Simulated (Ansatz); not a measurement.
A series of calculations on GeH3O2ClF2

### Relaxation

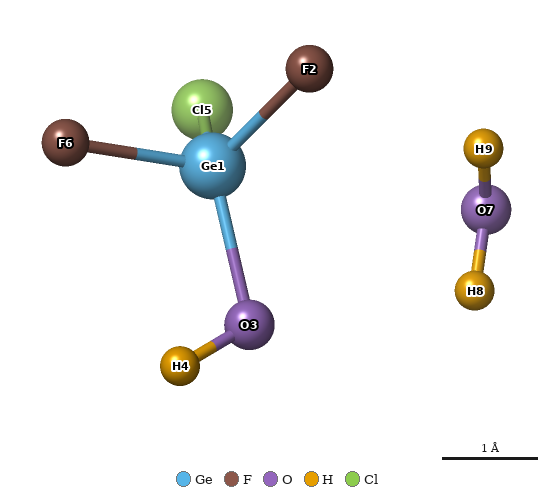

This is the input geometry for a relaxation of GeH3O2ClF2. The picture is a ball-and-stick view, seen at a tilt.

The run prepares an end point of a later path (reaction) calculation, from a guessed geometry.

All numbers below come from RKS PBE0/def2-SVP (Ansatz).

Input
```yaml
crystal:
  periodic: [false, false, false]
  atoms:
    - { symbol: Ge, position_ang: [-0.150098, -0.101438, -0.082412] }
    - { symbol: F, position_ang: [-0.423175, -0.111076, 1.598597] }
    - { symbol: O, position_ang: [1.561978, -0.082503, -0.420476] }
    - { symbol: H, position_ang: [1.830032, -0.911258, -0.841722] }
    - { symbol: Cl, position_ang: [-1.323082, 1.346115, -1.051203] }
    - { symbol: F, position_ang: [-0.693197, -1.65629, -0.586407] }
    - { symbol: O, position_ang: [1.111578, 2.1742, 1.328592] }
    - { symbol: H, position_ang: [1.957242, 1.765441, 1.104497] }
    - { symbol: H, position_ang: [0.759421, 1.59571, 2.041035] }
basis:
  gaussian: { orbitals: def2-SVP }
hamiltonian:
  xc: pbe0
relax:
  f_tol: 0.03
  max_steps: 50
```

Launched with:
```bash
ansatz run input.yaml --threads 4 --pin off --max-ram 5120MiB --backend cpu --events-out ev --progress --plain --runs-dir out
```

> What does the optimiser find from here?

After 8 geometry steps the energy has fallen by 5.78 kcal/mol. The largest force component goes from 0.71 to 0.0068 eV/Å. The largest move after the best rigid fit is that of O7, 0.47 Å. By element the largest moves are O 0.47 Å, H 0.26 Å, Ge 0.26 Å, F 0.24 Å, Cl 0.15 Å. Near-neighbour distances that change, for instance: Ge1–O7 2.960 → 2.236 Å, Ge1–F2 1.703 → 1.735 Å, Ge1–Cl5 2.100 → 2.123 Å, Ge1–O3 1.745 → 1.765 Å. New bonds form, among them: Ge1–O7 (2.96 → 2.24 Å). Among the angles between lasting bonds that change: O3–Ge1–F6 105.2° → 98.1°, Cl5–Ge1–F6 108.1° → 101.7°, F2–Ge1–O3 110.4° → 116.5°.

The structure at the end:

```xyz
9

Ge   -0.0326    0.0684    0.0697
F    -0.4750   -0.2018    1.7254
O     1.6810   -0.0866   -0.3226
H     1.8176   -0.8961   -0.8323
Cl   -1.2709    1.4498   -0.9632
F    -0.5724   -1.4486   -0.5888
O     0.9006    1.8339    1.0748
H     1.8359    1.6348    0.9126
H     0.7464    1.6649    2.0150
```

The end point in the same view:

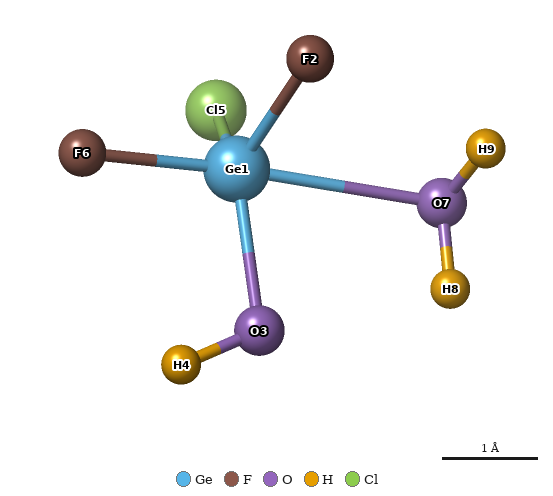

### Relaxation

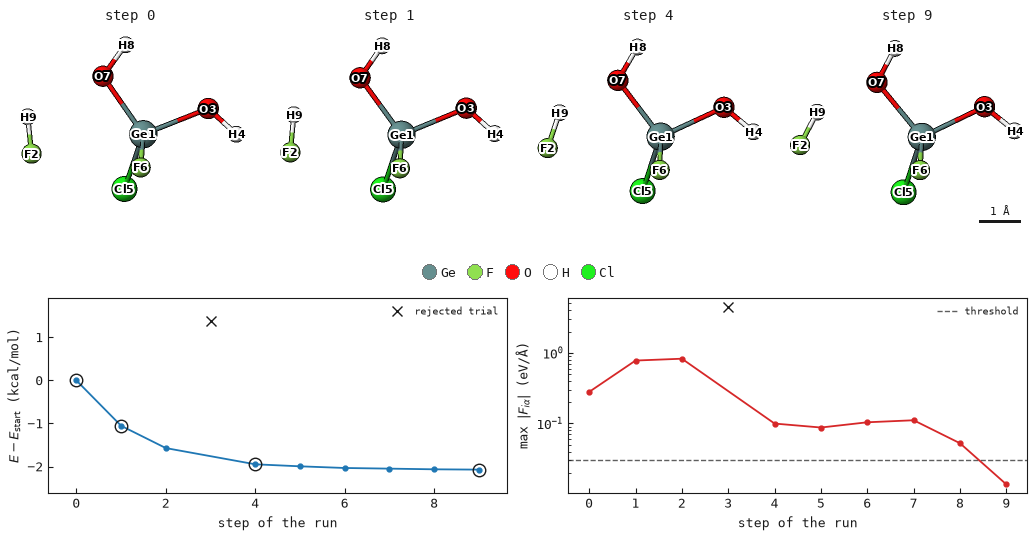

Frames of a relaxation of GeH₃O₂ClF₂, marked on the history of the run. The picture is a ball-and-stick view, seen face on.

The run prepares an end point of a later path (reaction) calculation, from a guessed geometry.

Level of theory: Ansatz 0.2.0, RKS PBE0/def2-SVP.

Input file:
```yaml
crystal:
  periodic: [false, false, false]
  atoms:
    - { symbol: Ge, position_ang: [0.490284, 0.279242, -0.108383] }
    - { symbol: F, position_ang: [-1.113877, 0.637774, 2.257088] }
    - { symbol: O, position_ang: [1.765658, 0.095457, -1.295527] }
    - { symbol: H, position_ang: [1.590136, -0.576618, -1.963869] }
    - { symbol: Cl, position_ang: [-1.249189, 1.151235, -0.943303] }
    - { symbol: F, position_ang: [0.101123, -1.297372, 0.458499] }
    - { symbol: O, position_ang: [1.243606, 1.27304, 1.136588] }
    - { symbol: H, position_ang: [2.181357, 1.387508, 0.935865] }
    - { symbol: H, position_ang: [-0.378398, 1.068635, 2.613542] }
basis:
  gaussian: { orbitals: def2-SVP }
hamiltonian:
  xc: pbe0
relax:
  f_tol: 0.03
  max_steps: 50
```

Command:
```bash
ansatz run input.yaml --threads 4 --pin off --max-ram 5120MiB --backend cpu --events-out ev --progress --plain --runs-dir out
```

Q: What happens along the run?

A: The atom that moves furthest after the best rigid fit is H9 (0.35 Å). By element the largest moves are H 0.35 Å, F 0.30 Å, O 0.17 Å, Cl 0.10 Å, Ge 0.08 Å. Some distances before and after: F2–H9 0.924 → 0.935 Å, Ge1–Cl5 2.117 → 2.111 Å, Ge1–O3 1.752 → 1.747 Å. Among the angles between lasting bonds that change: Ge1–O7–H8 109.6° → 112.6°. Over 8 accepted moves (9 points after the start) the energy falls by 2.07 kcal/mol. The largest force component goes from 0.28 to 0.014 eV/Å. The line search rejected the trial step at point 3 of the run. From step 0 to 1: H9 moves most (0.19 Å), energy −1.05 kcal/mol. From step 1 to 4: H9 moves most (0.18 Å), energy −0.89 kcal/mol. From step 4 to 9: F2 moves most (0.18 Å), energy −0.12 kcal/mol.

Limits of the set-up: the start holds two separate molecules, 2.2 Å apart at their closest, whose relative position is a soft coordinate and is computed without a dispersion correction.

### Path

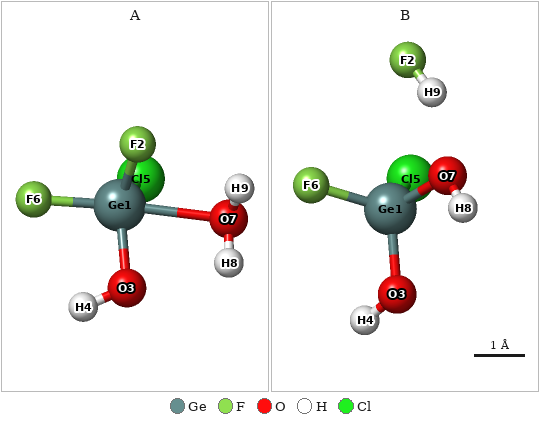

The two relaxed end points of a path for GeH3O2ClF2. A ball-and-stick model, seen at a tilt.

Level of theory: RKS PBE0/def2-SVP in Ansatz 0.2.0.

Set-up: 5 movable images; climbing image; force threshold 0.03 eV/Å; iteration limit 60.

Start:
```xyz
9

Ge   -0.0330    0.0691    0.0696
F    -0.4740   -0.2035    1.7253
O     1.6801   -0.0861   -0.3246
H     1.8158   -0.8948   -0.8357
Cl   -1.2717    1.4528   -0.9599
F    -0.5742   -1.4466   -0.5909
O     0.9020    1.8326    1.0766
H     1.8371    1.6333    0.9133
H     0.7486    1.6621    2.0168
```

End:
```xyz
9

Ge    0.4719    0.2138   -0.1485
F    -1.1413    0.9866    2.3703
O     1.8744   -0.0292   -1.1613
H     1.7442   -0.6563   -1.8824
Cl   -1.1430    1.1424   -1.1410
F    -0.0556   -1.3161    0.4263
O     1.0807    1.2031    1.1735
H     2.0458    1.2400    1.1949
H    -0.2464    1.2345    2.2587
```

What barrier does the band find between them, and by what path?

Answer. The energy climbs by 89.9 kJ/mol to image 3 and then falls by 44.2 kJ/mol, so the end point sits at +45.7 kJ/mol. Breaking: Ge1–F2 (1.73 → 2.03 at the top → 3.09 Å), O7–H9 (0.97 → 1.22 at the top → 1.71 Å). Forming: F2–H9 (2.25 → 1.13 at the top → 0.94 Å). The band converged in 13 iterations, with a climbing image at the top.

Energies of the converged images:

```csv
image,path (Å),E (kJ/mol)
0,0.00,0.0
1,0.56,9.2
2,1.12,38.4
3,1.68,89.9
4,2.25,62.5
5,2.82,47.6
6,3.38,45.7
```

The geometry at the top of the path:

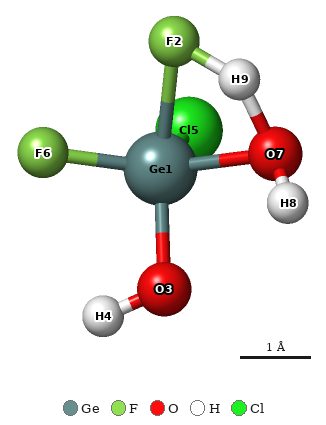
